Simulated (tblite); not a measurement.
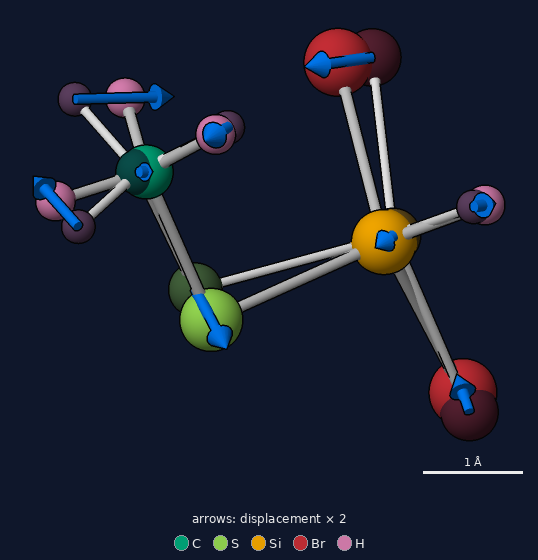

A relaxation of CH4Br2SSi. The starting structure is drawn faded, the final one solid; blue arrows show the displacements, magnified 2 times. The two geometries are superimposed by the best rigid fit.

The picture is a ball-and-stick view, seen from a free direction.

Method: tblite, GFN2-xTB geometry optimisation, gas phase. 

**What did the optimiser do to the structure, and how much energy did it gain?**

The energy falls by 22.1 kJ/mol in 63 geometry steps. An H atom moves most after the best rigid fit: 0.59 Å. By element the largest moves are H 0.59 Å, S 0.52 Å, Br 0.43 Å, Si 0.15 Å, C 0.11 Å. Near-neighbour distances that change, for instance: Br–Si 2.253 → 2.204 Å, S–Si 2.177 → 2.131 Å, H–Si 1.474 → 1.447 Å, C–H 1.113 → 1.087 Å. Among the angles between lasting bonds that change: C–S–Si 109.1° → 100.3°, Br–Si–H 111.6° → 106.4°, S–Si–H 108.8° → 113.3°. Groups turn about C–S by about 40°, S–Si by about 25°. The run took 0.44 s on 1 thread of Arm Neoverse V1 (shared host).
